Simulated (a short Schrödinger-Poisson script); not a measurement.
Stack: MOS inversion layer, Si3N4 on p-type Si(100), at 300 K.

```csv
layer,material,thickness (nm),Na (cm⁻³)
1,Si3N4,6.2,-
2,Si,1600,6.9e16
```

Constants are typed, rounded textbook-type inputs, not results; the design itself was drawn at random and stands for no fabricated device. Si3N4: permittivity 7.5, conduction-band edge (eV) 1.95, gap (eV) 5.1, electron mass (mₑ) 0.5. Si: permittivity 11.7, conduction-band edge (eV) 0, gap (eV) 1.124, Nv at 300 K (cm⁻³) 3.1e19.

Channel valleys (confinement mass, in-plane density-of-states mass, number): Δ2 0.916, 0.19, 2; Δ4 0.19, 0.417, 4. At the gate the conduction-band edge of layer 1 lies 2.46 eV − eVg above the Fermi level of the channel; the field vanishes at the back. Gaps are held at their typed values at every temperature. Mesh 0.03 nm at interfaces.

Solved with a short Schrödinger-Poisson script written for these runs: 1D Poisson equation in equilibrium, electrons quantum, Hartree (BenDaniel-Duke, 12 states a valley, the channel's in-plane mass for all, wave functions ending at the dielectric), parabolic valleys, classical holes, full ionisation, no traps, pinning or gate leakage.

Only gate voltages with over 1e8 electrons/cm² are shown.

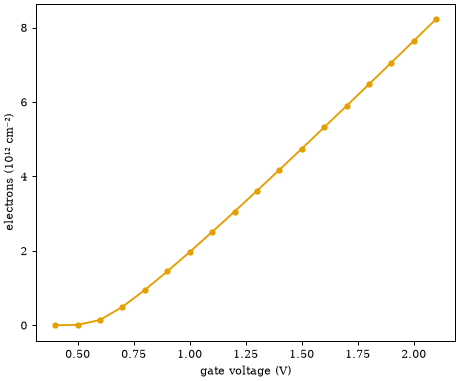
Sheet density against gate voltage

```tsv
Vg (V)	electrons (cm⁻²)	C (μF/cm²)	Δ2 E0 (meV)	Δ2 E1 (meV)	Δ4 E0 (meV)	Δ4 E1 (meV)
0.4	3.48e8	0.0845	272.1	303.7	301.2	353.7
0.5	1.04e10	0.128	183.0	216.1	213.5	268.4
0.6	1.43e11	0.454	113.2	148.7	146.0	203.5
0.7	4.96e11	0.685	78.2	117.6	114.9	175.2
0.8	9.50e11	0.776	58.3	102.1	99.2	162.2
0.9	1.45e12	0.823	44.6	92.4	89.6	154.8
1	1.97e12	0.852	34.0	85.7	82.8	150.0
1.1	2.51e12	0.873	25.3	80.6	77.7	146.6
1.2	3.06e12	0.888	17.8	76.6	73.6	144.1
1.3	3.61e12	0.899	11.2	73.2	70.2	142.1
1.4	4.18e12	0.908	5.3	70.4	67.4	140.5
1.5	4.74e12	0.916	-0.1	67.9	64.9	139.2
1.6	5.32e12	0.922	-5.1	65.7	62.7	138.1
1.7	5.90e12	0.927	-9.8	63.7	60.7	137.1
1.8	6.48e12	0.932	-14.3	61.9	58.9	136.2
1.9	7.06e12	0.936	-18.5	60.2	57.2	135.5
2	7.64e12	0.939	-22.6	58.7	55.7	134.8
2.1	8.23e12	0.942	-26.5	57.2	54.2	134.1
```

Subbands count from the Fermi level.
